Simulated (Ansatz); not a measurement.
# The cluster Cu₂Te: single points with varied inputs

Aim: run the cluster Cu₂Te under a spread of inputs, and see what each costs and gives.

Program: Ansatz 0.2.0, Gaussian basis. Level of theory: the settings change from run to run. These are calculated values, not measurements.

4 further runs of the same task are left out: 4 set aside as unsound or not needed.

### 1 The relaxed structure

The geometry comes from an earlier relaxation with B3LYP-D4 in a triple-zeta def2 set; it is a stationary point. Te takes a core potential in def2 sets; no spin-orbit term is included.

3 atoms, charge 0, spin multiplicity 1.

Atoms are counted from 1 here; the program's logs count them from 0.

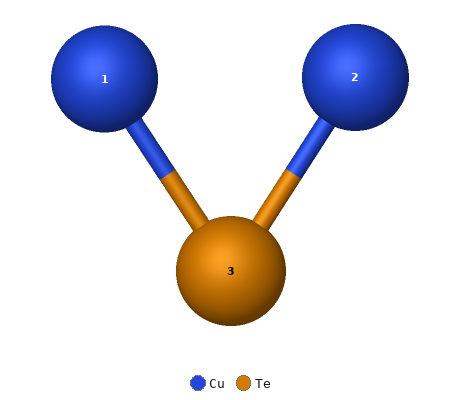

The structure; copper blue, tellurium orange; atoms are numbered from 1 in the order of the file.

### 2 wB97X/def2-mTZVPP

The input, in.yaml:

```yaml
crystal:
  periodic: [false, false, false]
  atoms:
    - {symbol: Cu, position_ang: [-0.249949, 0.410622, -1.404496]}
    - {symbol: Cu, position_ang: [1.011947, 0.593620, 0.909554]}
    - {symbol: Te, position_ang: [-0.761998, -1.004242, 0.494952]}
basis:
  gaussian: {orbitals: def2-mTZVPP}
hamiltonian: {xc: {name: wB97X}}
scf: {omitted_lower_state_checks: [starts]}
output: {forces: true}
```

On the command line:

```
$ ansatz run in.yaml --threads 2 --pin off --events-out ev --progress --plain --max-ram 4352MiB
```

Standard output (excerpt; [...] marks lines left out):

```text
Functional definition: wB97X
  name "wB97X"
  cite "Chai & Head-Gordon, J. Chem. Phys. 128, 084106 (2008) doi:10.1063/1.2834918"
  cite "Becke, J. Chem. Phys. 107, 8554 (1997) doi:10.1063/1.475007"
[...]
  # The coefficients of nought are those of the uniform gas.
[...]
      + exact_x_lr(omega)
[...]
      + integral(e_c_pw_opposite_spin*poly(b97_u_opposite, 1, cos1, cos2, cos3, cos4))
[...]
1150 factors; integrals over basis functions are off by at most 9.9e-4 eV
218 factors; integrals over basis functions are off by at most 7.3e-5 eV
[...]
mean field -96579.76412523 eV, -3549.2408674867 hartree, gradient 6.0e-5 eV, S^2 0.000000; 0 other end points of the search recorded, 0 dependent functions left out
[...]
reference -96579.76409024 eV, -3549.2408662009 hartree; 41, 41 occupied and 61, 61 virtual orbitals, 1150 factors
Total energy: -96579.76409024 eV, -3549.2408662009 hartree
Atom 0 at    -0.249949     0.410622    -1.404496 Å, force    -0.004693    -0.078210     0.155547 eV/Å
Atom 1 at     1.011947     0.593620     0.909554 Å, force    -0.127510    -0.096021    -0.069675 eV/Å
Atom 2 at    -0.761998    -1.004242     0.494952 Å, force     0.132203     0.174231    -0.085871 eV/Å
Dipole moment:     0.645406     0.850585    -0.419218 e Å
Checks for a lower state left out: starts
```

Wall time 7.5 s (2 threads of Arm Neoverse V2, shared host).

Largest force 0.235 eV/Å, dipole 5.51 D.

### 3 B97M-V/def2-mTZVPP

Set apart from the defaults: multiplicity 3, restricted open-shell orbitals.

in.yaml: that of step 2 with these lines changed.

```diff
@@ -8,4 +8,3 @@
   gaussian: {orbitals: def2-mTZVPP}
-hamiltonian: {xc: {name: wB97X}}
-scf: {omitted_lower_state_checks: [starts]}
-output: {forces: true}
+magnetization: {spin_polarized: false, initial_magnetization: 2}
+hamiltonian: {xc: {name: B97M-V}}
```

Same command.

Standard output (excerpt; [...] marks lines left out):

```text
Functional definition: B97M-V
  name "B97M-V"
  cite "Mardirossian & Head-Gordon, J. Chem. Phys. 142, 074111 (2015) doi:10.1063/1.4907719"
  cite "Becke, J. Chem. Phys. 107, 8554 (1997) doi:10.1063/1.475007"
  cite "Vydrov & Van Voorhis, J. Chem. Phys. 133, 244103 (2010) doi:10.1063/1.3521275"
  # Of w^i u^j: cxij and so on, Table III.
[...]
  gx(w, u) = cx00 + cx01*u + cx02*u^2 + (cx10 + cx11*u)*w
  gss(w, u) = css00 + css02*u^2 + css10*w + (css32*w^3 + css42*w^4)*u^2
  gos(w, u) = cos00 + cos01*u + cos03*u^3 + cos10*w + cos32*w^3*u^2
[...]
      + integral(e_c_pw_mod_opposite_spin*gos(b97_w_opposite, b97_u_opposite)) + vv10(b, c)
1118 factors; their error is unknown
[...]
mean field -96556.52304486 eV, -3548.3867735366 hartree, gradient 2.4e-6 eV, S^2 2.000000; 12 other end points of the search recorded, 0 dependent functions left out
reference -96556.52310152 eV, -3548.3867756187 hartree; 42, 40 occupied and 60, 62 virtual orbitals, 1118 factors
Total energy: -96556.52310152 eV, -3548.3867756187 hartree
```

Run time: 85 s. Hardware: 2 threads of Arm Neoverse V2, shared host.

### 4 PBE0-DH/def2-mTZVP

Options: unrestricted orbitals.

in.yaml: that of step 3 with these lines changed.

```diff
@@ -7,4 +7,5 @@
 basis:
-  gaussian: {orbitals: def2-mTZVPP}
-magnetization: {spin_polarized: false, initial_magnetization: 2}
-hamiltonian: {xc: {name: B97M-V}}
+  gaussian: {orbitals: def2-mTZVP}
+magnetization: {spin_polarized: true, initial_magnetization: 0}
+hamiltonian: {xc: {name: PBE0-DH}}
+scf: {omitted_lower_state_checks: [starts]}
```

Launched as before.

Standard output (excerpt; [...] marks lines left out):

```text
Functional definition: PBE0-DH
  name "PBE0-DH"
  cite "Brémond & Adamo, J. Chem. Phys. 135, 024106 (2011) doi:10.1063/1.3604569"
  cite "Perdew, Burke & Ernzerhof, Phys. Rev. Lett. 77, 3865 (1996) doi:10.1103/PhysRevLett.77.3865"
[...]
1150 factors; integrals over basis functions are off by at most 9.9e-4 eV
[...]
mean field -96551.31323494 eV, -3548.1953165533 hartree, gradient 1.6e-6 eV, S^2 0.000000; 0 other end points of the search recorded, 0 dependent functions left out
14 core orbitals not correlated: weight in the atoms' cores, before any rotation towards them, 1.000 or more for the frozen orbitals, at most 0.000 for the correlated occupied ones
reference -96551.31325562 eV, -3548.1953173134 hartree; 27, 27 occupied and 61, 61 virtual orbitals, 1150 factors
second order -41.79723646 eV of doubles, -0.00000000 eV of singles
Total energy: -96556.53791018 eV, -3548.3873198270 hartree
Checks for a lower state left out: starts
```

Run time: 6 s. Hardware: 2 threads of Arm Neoverse V2, shared host.

⟨S²⟩ 0.000.

### 5 All runs side by side

| level | charge | multiplicity | geometry | functions | energy (eV) | time |
| --- | --- | --- | --- | --- | --- | --- |
| wB97X/def2-mTZVPP | 0 | 1 | relaxed | 102 | -96579.764 | 7.5 s |
| B97M-V/def2-mTZVPP | 0 | 3 | relaxed | 102 | -96556.523 | 85 s |
| PBE0-DH/def2-mTZVP | 0 | 1 | relaxed | 102 | -96556.538 | 6 s |

### 6 Outcome

| quantity | value |
| --- | --- |
| runs | 3 |
| quickest | PBE0-DH/def2-mTZVP, 6 s |
| slowest | B97M-V/def2-mTZVPP, 85 s |
| spread of total energies, same state and geometry | 23.2 eV |

In words: Run time spans a factor of 14, from PBE0-DH/def2-mTZVP to B97M-V/def2-mTZVPP. The jobs differ in tasks and options as well as level. The totals spread over 23 eV; they can't be compared across methods or bases. At the B3LYP-D4/def2-TZVP geometry and in the same state, runs without warnings or point charges leave forces up to 0.23 eV/Å (wB97X/def2-mTZVPP).
